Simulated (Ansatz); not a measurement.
## Pressure series in BC5

Consider BC5 (space group I-4m2, No. 119; a cell from a computed database, its experimental status unchecked).

```
BC5
1.0
   -1.25664     1.25664     5.70569
    1.25664    -1.25664     5.70569
    1.25664     1.25664    -5.70569
B C
1 5
Direct
  0.75000   0.25000   0.50000
  0.84387   0.84387   0.00000
  0.15613   0.15613   0.00000
  0.50000   0.50000   0.00000
  0.41998   0.91998   0.50000
  0.08002   0.58002   0.50000
```

Cell and atoms are relaxed at each pressure.

Level of theory: Kohn–Sham DFT with the PBE functional, run in Ansatz (a program for electronic structure) with PAW and 420 eV plane waves, without spin-orbit coupling.

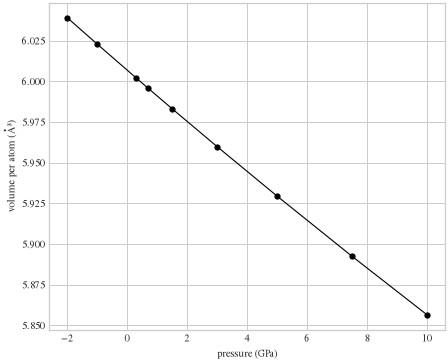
Figure: Volume against pressure

### Question
Estimate the zero-pressure bulk modulus from the plot.

### Answer
About 380 GPa; a third-order Birch–Murnaghan fit to the points gives V₀ = 6.01 Å³/atom, B₀ = 377 GPa and B₀′ = 3.7.

Load acts through the strain it causes; cell and atoms are relaxed under it. No phonon test of stability was made. No other phases were tried under pressure. All final runs are without spin polarisation. An odd electron count without spin: BC5.
